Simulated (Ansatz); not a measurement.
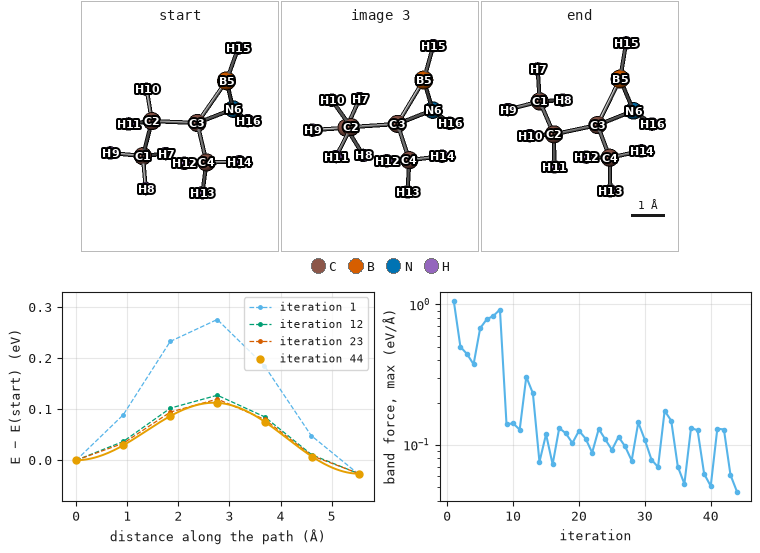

A search for the minimum-energy path of C4H10BN by the nudged elastic band. Images are numbered from 0 (start) to 6 (end). The plot follows the band through its iterations. Style: ball-and-stick. Shown from a free direction.

Level of theory: RKS B3LYP-D4/6-31G in Ansatz 0.2.0. Settings: 5 movable images; climbing image; force threshold 0.05 eV/Å; iteration limit 56; optimiser L-BFGS; starting path by image-dependent pair potential.

How did the profile develop, and is the result final?

The run is converged, with reservations. The band converged in 44 iterations. The largest component of the band force went from 1.1 to 0.046 eV/Å. The climbing image converged on the top of the path. Its curvatures weren't checked. The first iteration put the highest image at 0.276 eV. The highest point, image 3, lies 0.113 eV above the start and 0.139 eV above the end; the end is at −0.026 eV relative to the start.
